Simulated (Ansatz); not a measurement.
The starting structures come from a database of crystals and need not be the phases stable at ambient conditions.

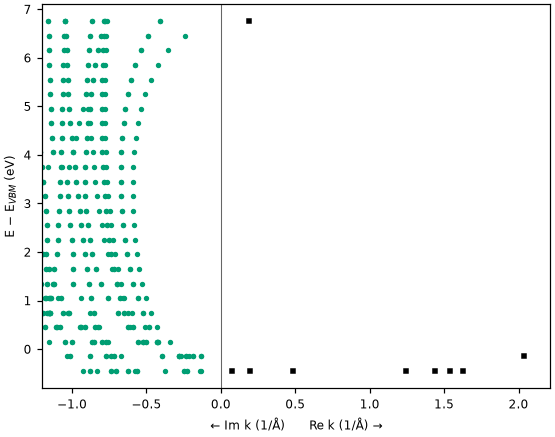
Fig. 1. Complex bands at the centre of the two-dimensional zone; r2SCAN run with Ansatz (an electronic-structure program)

The gap is the functional's own, uncorrected, and κ follows it; spin-orbit coupling is left out. Mid-gap values are interpolated between the computed energies.

Q: This is LiAsF$_{6}$ (R-3, not sure to be the ambient phase, 8 atoms a cell, 11.2 Å³ an atom) along the normal of (100). Read off the slowest decay at the centre of the two-dimensional zone at 3.45 eV, the computed energy nearest the middle of the gap.

A: κ ≈ 0.59 1/Å, a decay length 1/(2κ) of the density of 0.84 Å.
